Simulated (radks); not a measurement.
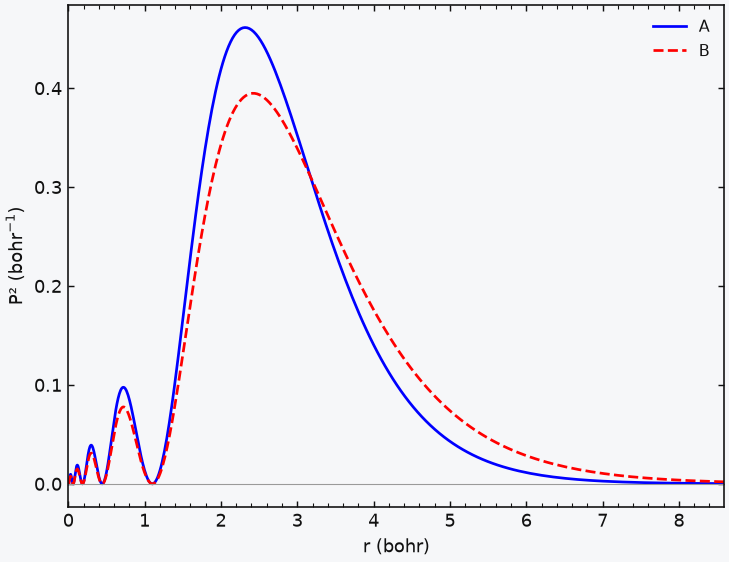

Two charge states of lead were computed: Pb in [Xe] 4f14 5d10 6s2 6p2 (6p1/2: 2); Pb⁺ in [Xe] 4f14 5d10 6s2 6p1 (6p1/2: 1). The calculation used the in-house radial solver radks at this level: Dirac Kohn-Sham, PBEsol, spin-unpolarised, spherical densities, finite nucleus.

The plot shows P² of the 6p1/2 orbital in both runs (large components where relativistic).

Question: Assign A and B.

Answer: A is Pb⁺ in [Xe] 4f14 5d10 6s2 6p1 (6p1/2: 1) (⟨r⟩ = 2.77 bohr, eigenvalue −11.0 eV); B is Pb in [Xe] 4f14 5d10 6s2 6p2 (6p1/2: 2) (⟨r⟩ = 3.07 bohr, eigenvalue −4.02 eV). Fewer electrons screen less, so the orbital shrinks.
